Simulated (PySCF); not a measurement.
Si3NH9O: NMR shielding calculation

- system: Si3NH9O, SMILES N[SiH2][SiH2]O[SiH3]
- method: GIAO PBE0/6-31G* NMR shielding, non-relativistic, gas phase (PySCF 2.14.0)

The geometry comes from this level: PBE0-D3(BJ)/def2-SVP. Figures and captions count atoms from 1; the log counts them from 0 in places.

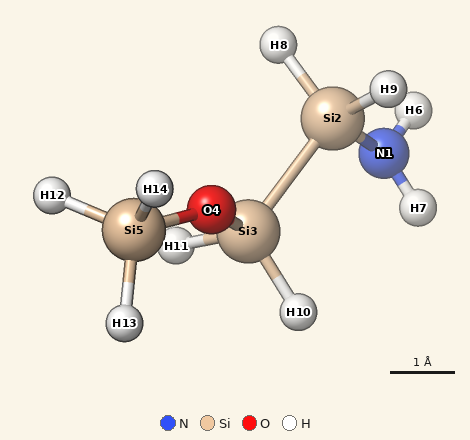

**Figure 1.** The structure (ball-and-stick view, seen at a tilt; atoms are numbered from 1 in the order of the input). Bond lengths as drawn: H–N 1.01 Å, H–Si 1.49 to 1.50 Å, N–Si 1.74 Å, O–Si 1.66 to 1.67 Å and Si–Si 2.34 Å.

**Summary**

| quantity | value |
| --- | --- |
| outcome | converged |
| total energy | −1003.363975 hartree |
| HOMO | −7.07 eV |
| LUMO | −0.32 eV |
| dipole moment | 1.47 D |
| isotropic shielding, N | 274.6 ppm |
| isotropic shielding, Si | 418.7 to 443.8 ppm |
| isotropic shielding, O | 344.3 ppm |
| isotropic shielding, H | 26.3 to 33.1 ppm |
| hardware | 1 CPU thread, shared host |
| wall time | 17 s |
| peak memory | 0.59 GiB |

**Input**
```
{"job": {"kind": "nmr", "xc": "PBE0", "basis": "6-31G*", "pop": true}, "charge": 0, "multiplicity": 1}
N     -3.166805     0.330555     0.382526
Si    -1.755303    -0.627798     0.718655
Si     0.087698     0.624013    -0.010869
O      1.489355    -0.094936     0.535481
Si     3.109106    -0.265230     0.234241
H     -4.082749    -0.103377     0.430014
H     -3.211121     1.278173     0.741828
H     -1.868388    -1.891533    -0.073438
H     -1.543604    -1.033341     2.152347
H      0.015301     2.030456     0.504980
H      0.105780     0.703357    -1.508016
H      3.325725    -1.024983    -1.034290
H      3.766934     1.072054     0.109912
H      3.720766    -1.012765     1.368537
```

The first line tells a small driver script what to run in PySCF; the rest is the geometry in Å.

Command:
```bash
OMP_NUM_THREADS=1 python <driver script> task.json out
```

**Output**
```
coarse grid: 12600 points
cycle   1  E = -1003.3092214031  dE =  1.115e-01  |g| = 7.852e-01  |ddm| = 3.210e+00
cycle   2  E = -1003.0729277142  dE =  2.363e-01  |g| = 1.328e+00  |ddm| = 1.680e+00
cycle   3  E = -1003.4281889707  dE = -3.553e-01  |g| = 9.821e-02  |ddm| = 1.186e+00
cycle   4  E = -1003.4294933800  dE = -1.304e-03  |g| = 6.211e-02  |ddm| = 1.329e-01
cycle   5  E = -1003.4303443252  dE = -8.509e-04  |g| = 6.530e-03  |ddm| = 5.730e-02
cycle   6  E = -1003.4303563008  dE = -1.198e-05  |g| = 7.815e-04  |ddm| = 8.778e-03
cycle   7  E = -1003.4303565328  dE = -2.320e-07  |g| = 1.771e-04  |ddm| = 1.579e-03
final grid: 106328 points
cycle   8  E = -1003.3639646809  dE = -4.607e-06  |g| = 7.121e-03  |ddm| = 1.078e-02
cycle   9  E = -1003.3639498174  dE =  1.486e-05  |g| = 1.105e-02  |ddm| = 1.448e-02
cycle  10  E = -1003.3639753187  dE = -2.550e-05  |g| = 5.523e-04  |ddm| = 8.930e-03
cycle  11  E = -1003.3639753799  dE = -6.123e-08  |g| = 1.227e-04  |ddm| = 5.011e-04
cycle  12  E = -1003.3639753832  dE = -3.331e-09  |g| = 3.086e-05  |ddm| = 1.603e-04
cycle  13  E = -1003.3639753835  dE = -2.869e-10  |g| = 3.567e-06  |ddm| = 4.280e-05
```

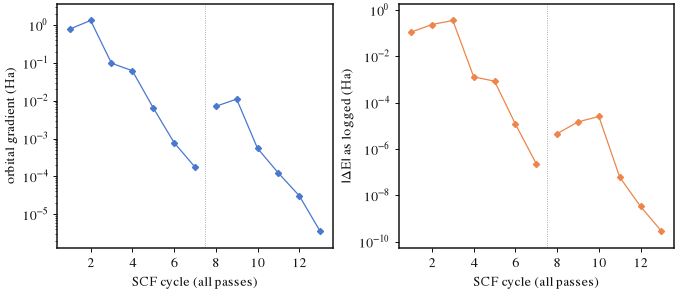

**Figure 2.** Convergence of the self-consistent field: orbital gradient and size of the energy change against the SCF cycle. The dotted line marks the change from a coarse to the final integration grid. The first 7 cycles use a coarse grid, the final grid takes over at cycle 8, and the field converges after 13 cycles in all.

```
converged SCF energy = -1003.3639753835

GIAO shielding tensors (ppm)
atom      isotropic    diamagn.    paramagn.     s11        s22        s33       span
  0 N      274.552     317.552     -43.000    241.468    266.832    315.356     73.889
  1 Si     443.809     880.875    -437.065    400.360    422.615    508.453    108.093
  2 Si     418.734     880.958    -462.225    357.630    395.681    502.890    145.260
  3 O      344.313     395.176     -50.863    280.699    363.827    388.413    107.714
  4 Si     426.263     879.841    -453.579    385.945    393.391    499.452    113.507
  5 H       32.588      27.406       5.182     24.604     28.474     44.686     20.081
  6 H       33.088      29.473       3.616     25.148     30.276     43.842     18.694
  7 H       26.946      30.411      -3.465     24.111     25.705     31.020      6.909
  8 H       26.884      29.996      -3.112     23.039     25.928     31.685      8.646
  9 H       26.451      30.364      -3.913     22.774     26.087     30.493      7.719
 10 H       26.331      30.916      -4.586     22.644     26.051     30.297      7.653
 11 H       26.674      28.947      -2.273     23.300     25.216     31.506      8.206
 12 H       26.688      28.162      -1.474     23.368     25.185     31.510      8.142
 13 H       26.814      28.282      -1.468     23.469     25.168     31.806      8.337
```

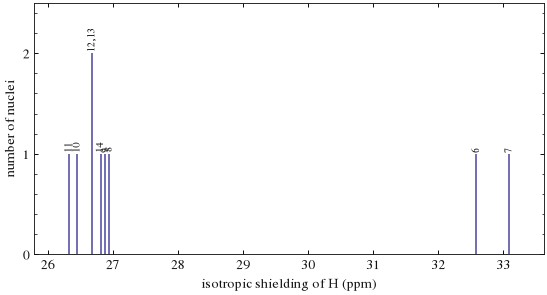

**Figure 3.** Isotropic shieldings of the hydrogen nuclei in this fixed geometry, labelled by atom number; shielding grows to the right, so chemical shift grows to the left. The least shielded is H11 (26.3 ppm), the most shielded H7 (33.1 ppm).

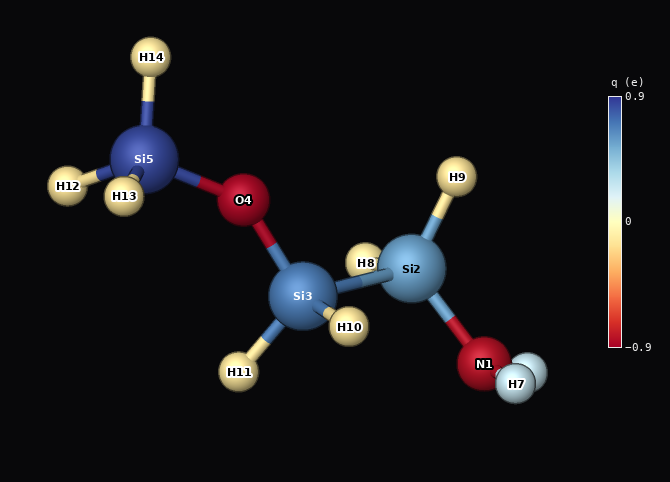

**Figure 4.** IAO charges, as the colour of each atom (ball-and-stick view, seen at a tilt; atoms are numbered from 1 in the order of the input). By element: N −0.83, Si +0.58 to +0.84, O −0.86 and H −0.15 to +0.26 e.
